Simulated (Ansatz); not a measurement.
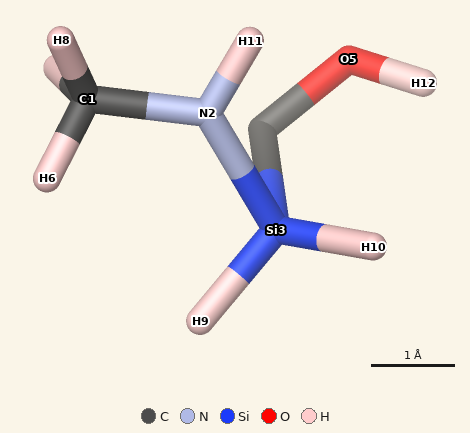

**Figure 1.** The structure (stick view, seen at a tilt; atoms are numbered from 1 in the order of the input).

**C$_{2}$H$_{7}$NOSi: phonon calculation**

C$_{2}$H$_{7}$NOSi, computed with UKS LDA/STO-3G (Ansatz 0.2.0).

It belongs to a series of runs on one base structure; here: vibrations at the highest image of the band. Figures and captions count atoms from 1; the log counts them from 0 in places.

## Input file
```yaml
crystal:
  periodic: [false, false, false]
  atoms:
    - { symbol: C, position_ang: [-1.451883, -0.254559, 0.873351] }
    - { symbol: "N", position_ang: [-0.467267, 0.454928, 0.043919] }
    - { symbol: Si, position_ang: [1.285035, 0.391929, 0.324056] }
    - { symbol: C, position_ang: [0.89106, -1.113878, -0.785873] }
    - { symbol: O, position_ang: [0.990029, -0.864014, -2.125752] }
    - { symbol: H, position_ang: [-1.14517, -0.20006, 1.935478] }
    - { symbol: H, position_ang: [-1.554505, -1.330235, 0.609053] }
    - { symbol: H, position_ang: [-2.447731, 0.220882, 0.779445] }
    - { symbol: H, position_ang: [1.46464, 0.183065, 1.750996] }
    - { symbol: H, position_ang: [1.806061, 1.702273, -0.092719] }
    - { symbol: H, position_ang: [-0.847888, 0.771723, -0.872896] }
    - { symbol: H, position_ang: [1.55452, -0.017254, -2.404957] }
magnetization:
  spin_polarized: true
basis:
  gaussian: { orbitals: STO-3G }
hamiltonian:
  xc: lda
phonons: {}
```

Hardware: 1 thread of Arm Neoverse V2, 24 GiB of memory available, shared host.

Run as:
```bash
ansatz run input.yaml --threads 1 --pin off --max-ram 2048MiB --backend cpu --events-out ev --progress --plain --runs-dir out
```

## Log
```
Engine: ansatz 0.2.0, aarch64-unknown-linux-gnu
Functional definition: SPW92
  exchange = slater_x
  correlation = pw_c
525 factors; integrals over basis functions are off by at most 1.1e-5 eV
mean field evaluation 1: about -13350.5302 eV, gradient 1.9e1 eV
mean field evaluation 2: about -13344.9831 eV, gradient 3.3e1 eV
mean field evaluation 4: about -13352.9718 eV, gradient 2.7e0 eV
mean field evaluation 8: about -13352.9077 eV, gradient 1.5e-1 eV
mean field evaluation 16: about -13352.9079 eV, gradient 1.0e-5 eV
mean field -13352.90790632 eV, -490.7103146313 hartree, gradient 1.1e-5 eV, S^2 0.000000; 0 other end points of the search recorded, 0 dependent functions left out
the calculation of the forces begins
reference -13352.90792872 eV, -490.7103154542 hartree; 24, 24 occupied and 12, 12 virtual orbitals, 525 factors
these checks for a lower state are left out or cut short: stability, starts, cluster_reference, orbital_swaps, neighbouring_geometries, increment
525 factors; integrals over basis functions are off by at most 1.1e-5 eV
mean field -13352.90770748 eV, -490.7103073239 hartree, gradient 1.5e-6 eV, S^2 0.000000; 0 other end points of the search recorded, 0 dependent functions left out
[... from here on the field's lines of each further geometry are left out, up to the last ...]
the calculation of the forces begins
reference -13352.90791260 eV, -490.7103148620 hartree; 24, 24 occupied and 12, 12 virtual orbitals, 525 factors
these checks for a lower state are left out or cut short: stability, starts, cluster_reference, orbital_swaps, neighbouring_geometries, increment
525 factors; integrals over basis functions are off by at most 1.1e-5 eV
mean field -13352.90787971 eV, -490.7103136533 hartree, gradient 1.1e-6 eV, S^2 0.000000; 0 other end points of the search recorded, 0 dependent functions left out
the calculation of the forces begins
reference -13352.90790211 eV, -490.7103144764 hartree; 24, 24 occupied and 12, 12 virtual orbitals, 525 factors
WARN: phonons: modes at or below zero, which the zero-point energy, F, S and C_V leave out: 2, the lowest at -282.62 cm⁻¹. A minimum has none, and a first-order saddle one
Total energy: -13352.90792872 eV, -490.7103154542 hartree
Atom 0 at    -1.451883    -0.254559     0.873351 Å, force    -0.000335     0.003654    -0.001500 eV/Å
Atom 1 at    -0.467267     0.454928     0.043919 Å, force     0.005240    -0.011130    -0.003825 eV/Å
Atom 2 at     1.285035     0.391929     0.324056 Å, force     0.001755     0.010874     0.000279 eV/Å
Atom 3 at     0.891060    -1.113878    -0.785873 Å, force    -0.006691    -0.005341     0.008862 eV/Å
Atom 4 at     0.990029    -0.864014    -2.125752 Å, force     0.005085     0.003461    -0.007326 eV/Å
Atom 5 at    -1.145170    -0.200060     1.935478 Å, force     0.002713    -0.003920    -0.001091 eV/Å
Atom 6 at    -1.554505    -1.330235     0.609053 Å, force    -0.004812     0.001180    -0.002864 eV/Å
Atom 7 at    -2.447731     0.220882     0.779445 Å, force    -0.000541     0.002333     0.004567 eV/Å
Atom 8 at     1.464640     0.183065     1.750996 Å, force     0.000488     0.000209     0.000668 eV/Å
Atom 9 at     1.806061     1.702273    -0.092719 Å, force    -0.000468     0.000629     0.000226 eV/Å
Atom 10 at    -0.847888     0.771723    -0.872896 Å, force     0.000390    -0.001540    -0.000087 eV/Å
Atom 11 at     1.554520    -0.017254    -2.404957 Å, force    -0.002824    -0.000408     0.002091 eV/Å
Dipole moment:     0.079858     0.516845    -0.084860 e Å
Vibrations: -282.62 -37.30 123.66 187.53 188.33 262.73 395.57 536.16 650.05 705.11 748.25 805.26 827.64 1014.18 1148.47 1157.20 1175.69 1241.75 1403.78 1481.80 1543.97 1608.55 1649.70 2486.39 2630.66 3155.39 3225.51 3364.63 3412.05 3722.78 cm⁻¹, zero-point energy 2.532548 eV
```

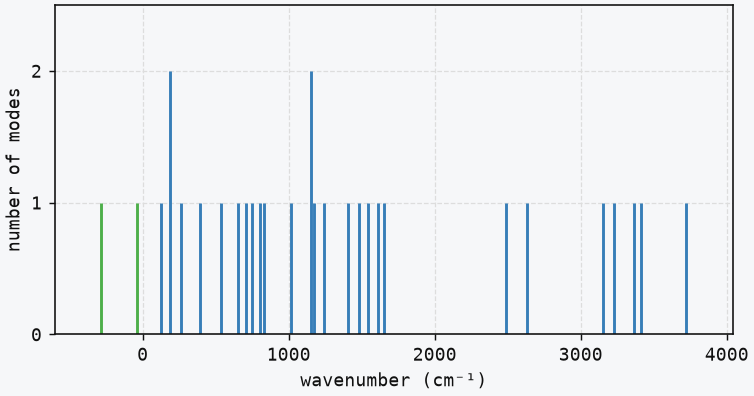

**Figure 2.** Harmonic vibrational wavenumbers from the force constants; neighbouring modes closer than 18 cm⁻¹ are counted in one stick, and imaginary ones are drawn at negative wavenumbers. 30 modes from 283i to 3723 cm⁻¹, 2 imaginary beyond 8i (283i, 37i cm⁻¹): not a minimum.

## Summary

- outcome: converged
- total energy: −13352.9079 eV
- mean-field energy: −13352.9079 eV
- largest force (length of the vector): 0.013 eV/Å
- wall time: 94 s
- peak memory: 0.11 GiB
